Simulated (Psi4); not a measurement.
# Run report: SnBrF (charge −1), single-point calculation

- system: SnBrF, charge −1, multiplicity 2
- method: B2PLYP/def2-SVPD, UKS, core potentials def2 (Psi4 1.11)

The geometry is that of the parent species in another charge or spin state. The geometry comes from this level: PBE0-D4/def2-TZVP.

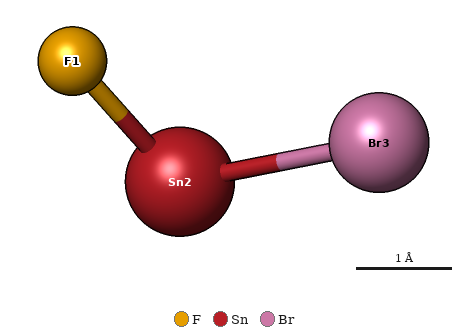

**Figure 1.** The structure (ball-and-stick view, seen at an oblique angle; atoms are numbered from 1 in the order of the input). Sticks mark near contacts.

**Results in brief**

```json
{"quantity": "outcome", "value": "converged"}
{"quantity": "total energy", "value": "−2887.326013 hartree"}
{"quantity": "SCF energy", "value": "−2887.151102 hartree"}
{"quantity": "basis functions", "value": "96"}
{"quantity": "⟨S²⟩", "value": "0.757"}
{"quantity": "hardware", "value": "1 thread of Intel Xeon (Granite Rapids), 192 GiB of memory available, shared host"}
{"quantity": "wall time", "value": "10 s"}
{"quantity": "peak memory", "value": "0.78 GiB"}
```

**The input (brfsn_ase.py)**
```python
import numpy as np
from ase.calculators.psi4 import Psi4
from ase import Atoms

atoms = Atoms(['F', 'Sn', 'Br'], positions=[
    [-0.943200, 1.248900, -0.388900],
    [-0.636500, -0.662500, -0.416800],
    [1.568700, -0.651200, 0.792400],
])
calc = Psi4(atoms=atoms, method='b2plyp', basis='def2-SVPD', memory='1600MB', num_threads=1, charge=-1, multiplicity=2, label='calc', reference='uks')
calc.psi4.set_options({'puream': True, 'e_convergence': 1e-09, 'd_convergence': 1e-08, 'scf_type': 'pk', 'dft_radial_points': 99, 'dft_spherical_points': 590, 'num_frozen_docc': 14, 'maxiter': 200})
atoms.calc = calc

print(f'energy: {atoms.get_potential_energy():.6f} eV')
```

Run as:
```bash
python brfsn_ase.py
```

**The program's output**
```
=> Loading Basis Set <=

    Name: DEF2-SVPD
    Role: ORBITAL
    Keyword: BASIS

    !!!  WARNING: ECP capability is in beta. Please check occupations closely.  !!!

         ---------------------------------------------------------
                                   SCF
                              UKS Reference
                        1 Threads,   1525 MiB Core
         ---------------------------------------------------------

  ==> Geometry <==

    Molecular point group: c1
    Full point group: C1

    Geometry (in Angstrom), charge = -1, multiplicity = 2:

       Center              X                  Y                   Z               Mass
    ------------   -----------------  -----------------  -----------------  -----------------
         F           -1.078918917133     1.740591508271    -0.412640699629    18.998403162730
         SN          -0.772218917133    -0.170808491729    -0.440540699629   119.902201630000
         BR           1.432981082867    -0.159508491729     0.768659300371    78.918337600000

  Running in c1 symmetry.

  Rotational constants: A =      0.29275  B =      0.05043  C =      0.04302 [cm^-1]
  Rotational constants: A =   8776.48106  B =   1511.82622  C =   1289.66931 [MHz]
  Nuclear repulsion =  265.687368134654832

  Charge       = -1
  Multiplicity = 2
  Electrons    = 67
  Nalpha       = 34
  Nbeta        = 33

  ==> Algorithm <==

  SCF Algorithm Type is PK.
  DIIS enabled.
  MOM disabled.
  Fractional occupation disabled.
  Guess Type is SAD.
  Energy threshold   = 1.00e-09
  Density threshold  = 1.00e-08
  Integral threshold = 1.00e-12

  ==> Primary Basis <==

  Basis Set: DEF2-SVPD
    Blend: DEF2-SVPD
    Number of shells: 36
    Number of basis functions: 96
    Number of Cartesian functions: 105
    Spherical Harmonics?: true
    Max angular momentum: 2

  Core potential: DEF2-SVPD
    Number of shells: 4
    Number of ECP primitives: 18
    Number of ECP core electrons: 28
    Max angular momentum: 3

  ==> DFT Potential <==

   => LibXC <=

    Version 7.1.2

   => Composite Functional: B2PLYP <=

    B2PLYP Double Hybrid Exchange-Correlation Functional

    Deriv               =              1
    GGA                 =           TRUE
    Meta                =          FALSE

    Exchange Hybrid     =           TRUE
    MP2 Hybrid          =           TRUE

   => Exchange Functionals <=

    0.4700     XC_GGA_X_B88

   => Exact (HF) Exchange <=

    0.5300               HF

   => Correlation Functionals <=

    0.7300     XC_GGA_C_LYP

   => MP2 Correlation <=

    0.2700       MP2

   => LibXC Density Thresholds  <==

    XC_GGA_C_LYP:  1.00E-14
    XC_GGA_X_B88:  1.00E-15

   => Molecular Quadrature <=

    Radial Scheme          =       TREUTLER
    Pruning Scheme         =           NONE
    Nuclear Scheme         =       TREUTLER

    Blocking Scheme        =         OCTREE
    BS radius alpha        =              1
    Pruning alpha          =              1
    Radial Points          =             99
    Spherical Points       =            590
    Total Points           =         167986
    Total Blocks           =           1366
    Max Points             =            256
    Max Functions          =             95
    Weights Tolerance      =       1.00E-15

  ==> Integral Setup <==

  Using in-core PK algorithm.
   Calculation information:
      Number of atoms:                   3
      Number of AO shells:              36
      Number of primitives:             73
      Number of atomic orbitals:       105
      Number of basis functions:        96

      Integral cutoff                 1.00e-12
      Number of threads:                 1

  Performing in-core PK
  Using 21682992 doubles for integral storage.
  We computed 199847 shell quartets total.
  Whereas there are 222111 unique shell quartets.

  ==> DiskJK: Disk-Based J/K Matrices <==

    J tasked:                  Yes
    K tasked:                  Yes
    wK tasked:                  No
    Memory [MiB]:              784
    Schwarz Cutoff:          1E-12

  Cached 100.0% of DFT collocation blocks in 0.352 [GiB].

  Minimum eigenvalue in the overlap matrix is 2.8554753497E-03.
  Reciprocal condition number of the overlap matrix is 5.3843465948E-04.
    Using symmetric orthogonalization.

  ==> Pre-Iterations <==

  SCF Guess: Superposition of Atomic Densities via on-the-fly atomic UHF (no occupation information).

   -------------------------
    Irrep   Nso     Nmo
   -------------------------
     A         96      96
   -------------------------
    Total      96      96
   -------------------------

  ==> Iterations <==

                        Total Energy        Delta E     RMS |[F,P]|

   @UKS iter SAD: -2884.16680320195110   -2.88417e+03   0.00000e+00
   @UKS iter   1: -2886.67879024402191   -2.51199e+00   1.45329e-02 DIIS/ADIIS
   @UKS iter   2: -2886.79083777167443   -1.12048e-01   1.26894e-02 DIIS/ADIIS
   @UKS iter   3: -2887.13681559280394   -3.45978e-01   2.13370e-03 DIIS/ADIIS
   @UKS iter   4: -2887.15069186023129   -1.38763e-02   2.97388e-04 DIIS/ADIIS
   @UKS iter   5: -2887.15104265426635   -3.50794e-04   9.33456e-05 DIIS
   @UKS iter   6: -2887.15109639230650   -5.37380e-05   1.96737e-05 DIIS
   @UKS iter   7: -2887.15110123176373   -4.83946e-06   8.34719e-06 DIIS
   @UKS iter   8: -2887.15110196606020   -7.34296e-07   2.33471e-06 DIIS
   @UKS iter   9: -2887.15110210183275   -1.35773e-07   8.24344e-07 DIIS
   @UKS iter  10: -2887.15110212531727   -2.34845e-08   3.25259e-07 DIIS
   @UKS iter  11: -2887.15110213007483   -4.75757e-09   1.27393e-07 DIIS
   @UKS iter  12: -2887.15110213082107   -7.46240e-10   3.77271e-08 DIIS
   @UKS iter  13: -2887.15110213090929   -8.82210e-11   1.54584e-08 DIIS
   @UKS iter  14: -2887.15110213092066   -1.13687e-11   6.47950e-09 DIIS
  Energy and wave function converged.

  ==> Post-Iterations <==

   Electrons on quadrature grid:
      Nalpha   =   34.0000000005 ; deviation = 4.882e-10
      Nbeta    =   32.9999999776 ; deviation = -2.243e-08
      Ntotal   =   66.9999999781 ; deviation = -2.194e-08

   @Spin Contamination Metric:   7.232008450E-03
   @S^2 Expected:                7.500000000E-01
   @S^2 Observed:                7.572320084E-01
   @S   Expected:                5.000000000E-01
   @S   Observed:                5.000000000E-01

    Orbital Energies [Eh]
    ---------------------

    Alpha Occupied:

       1A   -485.598552     2A    -63.380555     3A    -57.019326
       4A    -57.018586     5A    -57.018458     6A    -25.115855
       7A     -8.964435     8A     -6.703069     9A     -6.699010
      10A     -6.698828    11A     -5.222121    12A     -3.501096
      13A     -3.497739    14A     -3.497441    15A     -2.663339
      16A     -2.661925    17A     -2.661903    18A     -2.658227
      19A     -2.658224    20A     -1.081796    21A     -0.953530
      22A     -0.949444    23A     -0.949389    24A     -0.946138
      25A     -0.936037    26A     -0.669605    27A     -0.370295
      28A     -0.290335    29A     -0.286253    30A     -0.250410
      31A     -0.175204    32A     -0.167815    33A     -0.131843
      34A     -0.002649

    Alpha Virtual:

      35A      0.168217    36A      0.170944    37A      0.186267
      38A      0.209843    39A      0.216627    40A      0.228267
      41A      0.255898    42A      0.268094    43A      0.278977
      44A      0.287202    45A      0.306370    46A      0.322259
      47A      0.367127    48A      0.384608    49A      0.386730
      50A      0.411259    51A      0.433090    52A      0.437359
      53A      0.444648    54A      0.472290    55A      0.509645
      56A      0.546297    57A      0.567534    58A      0.631690
      59A      0.636815    60A      0.702694    61A      0.714457
      62A      0.736238    63A      0.769843    64A      0.842591
      65A      0.851437    66A      0.859423    67A      0.904300
      68A      0.990391    69A      0.995524    70A      1.000677
      71A      1.008770    72A      1.034612    73A      1.036276
      74A      1.042973    75A      1.081395    76A      1.096601
      77A      1.167277    78A      1.359545    79A      1.755010
      80A      1.789042    81A      2.136153    82A      2.198615
      83A      3.705438    84A      3.715468    85A      3.731929
      86A      3.748739    87A      3.755470    88A      3.940057
      89A      3.943945    90A      3.962996    91A      3.976166
      92A      4.038341    93A     14.987332    94A     15.555281
      95A     15.840858    96A     52.395907

    Beta Occupied:

       1A   -485.598399     2A    -63.380454     3A    -57.019299
       4A    -57.018408     5A    -57.018150     6A    -25.114032
       7A     -8.964161     8A     -6.703044     9A     -6.698738
      10A     -6.698087    11A     -5.219732    12A     -3.500800
      13A     -3.497302    14A     -3.491090    15A     -2.663242
      16A     -2.661889    17A     -2.661508    18A     -2.657877
      19A     -2.657867    20A     -1.078160    21A     -0.952030
      22A     -0.948225    23A     -0.945337    24A     -0.942152
      25A     -0.932283    26A     -0.666870    27A     -0.356508
      28A     -0.284741    29A     -0.276573    30A     -0.241332
      31A     -0.167138    32A     -0.166197    33A     -0.113623

    Beta Virtual:

      34A      0.158401    35A      0.169698    36A      0.174294
      37A      0.189981    38A      0.216038    39A      0.219995
      40A      0.230926    41A      0.261557    42A      0.277841
      43A      0.289617    44A      0.292551    45A      0.307168
      46A      0.328456    47A      0.369009    48A      0.385733
      49A      0.388862    50A      0.420126    51A      0.434701
      52A      0.439910    53A      0.447383    54A      0.472532
      55A      0.535177    56A      0.554566    57A      0.570093
      58A      0.636166    59A      0.645364    60A      0.727274
      61A      0.734335    62A      0.739018    63A      0.781641
      64A      0.844344    65A      0.859375    66A      0.862489
      67A      0.907153    68A      0.992616    69A      0.997193
      70A      1.001157    71A      1.015571    72A      1.037274
      73A      1.040890    74A      1.046044    75A      1.081838
      76A      1.098061    77A      1.170146    78A      1.361701
      79A      1.761622    80A      1.790123    81A      2.137347
      82A      2.201848    83A      3.708961    84A      3.718491
      85A      3.735501    86A      3.750014    87A      3.756780
      88A      3.940996    89A      3.944826    90A      3.964161
      91A      3.976275    92A      4.038938    93A     14.996735
      94A     15.556299    95A     15.842322    96A     52.394830

    Final Occupation by Irrep:
              A
    DOCC [    33 ]
    SOCC [     1 ]
    NA   [    34 ]
    NB   [    33 ]

  @UKS Final Energy: -2887.15110213092066

   => Energetics <=

    Nuclear Repulsion Energy =            265.6873681346548324
    One-Electron Energy =               -4642.6211504490283914
    Two-Electron Energy =                1547.0111017499816626
    DFT Exchange-Correlation Energy =     -57.2284215665288656
    Empirical Dispersion Energy =           0.0000000000000000
    VV10 Nonlocal Energy =                  0.0000000000000000
    Total Energy =                      -2887.1511021309206626

  UHF NO Occupations:
  HONO-2 :   32  A 1.9998469
  HONO-1 :   33  A 1.9967456
  HONO-0 :   34  A 1.0000000
  LUNO+0 :   35  A 0.0032544
  LUNO+1 :   36  A 0.0001531
  LUNO+2 :   37  A 0.0000795
  LUNO+3 :   38  A 0.0000720

Computation Completed

Properties will be evaluated at   0.000000,   0.000000,   0.000000 [a0]

Properties computed using the SCF density matrix

 Multipole Moments:

 ------------------------------------------------------------------------------------
     Multipole            Electronic (a.u.)      Nuclear  (a.u.)        Total (a.u.)
 ------------------------------------------------------------------------------------

 L = 1.  Multiply by 2.5417464519 to convert [e a0] to [Debye]
 Dipole X            :        -44.2713947           44.3240015            0.0526068
 Dipole Y            :        -12.6478890           11.9520256           -0.6958635
 Dipole Z            :        -25.5489228           25.5064155           -0.0425072
 Magnitude           :                                                    0.6991426

 ------------------------------------------------------------------------------------

	total time  =          9 seconds =       0.15 minutes

   => Loading Basis Set <=

    Name: (DEF2-SVPD AUX)
    Role: RIFIT
    Keyword: DF_BASIS_MP2

	 --------------------------------------------------------
	                          DF-MP2
	      2nd-Order Density-Fitted Moller-Plesset Theory
	              UMP2 Wavefunction,   1 Threads

	 --------------------------------------------------------

	 --------------------------------------------------------
	                 NBF =    96, NAUX =   337
	 --------------------------------------------------------
	   CLASS    FOCC     OCC    AOCC    AVIR     VIR    FVIR
	   ALPHA      14      34      20      62      62       0
	    BETA      14      33      19      63      63       0
	 --------------------------------------------------------

	-----------------------------------------------------------
	 ==================> DF-MP2 Energies <====================
	-----------------------------------------------------------
	 Reference Energy          =   -2887.1511021309206626 [Eh]
	 Singles Energy            =      -0.0000000000000000 [Eh]
	 Same-Spin Energy          =      -0.1971292182400821 [Eh]
	 Opposite-Spin Energy      =      -0.4506871250859668 [Eh]
	 Correlation Energy        =      -0.6478163433260489 [Eh]
	 Total Energy              =   -2887.7989184742468751 [Eh]
	-----------------------------------------------------------
	 ================> DF-SCS-MP2 Energies <==================
	-----------------------------------------------------------
	 SCS Same-Spin Scale       =       0.3333333333333333 [-]
	 SCS Opposite-Spin Scale   =       1.2000000000000000 [-]
	 SCS Same-Spin Energy      =      -0.0657097394133607 [Eh]
	 SCS Opposite-Spin Energy  =      -0.5408245501031601 [Eh]
	 SCS Correlation Energy    =      -0.6065342895165208 [Eh]
	 SCS Total Energy          =   -2887.7576364204373931 [Eh]
	-----------------------------------------------------------

    B2PLYP Energy Summary
    ---------------------
    DFT Reference Energy                  = -2887.1511021309206626
    Scaled MP2 Correlation                =    -0.1749104126980332
    @Final double-hybrid DFT total energy = -2887.3260125436186172

	total time  =          0 seconds =       0.00 minutes
```

**Standard output**
```
energy: -78568.142706 eV
```
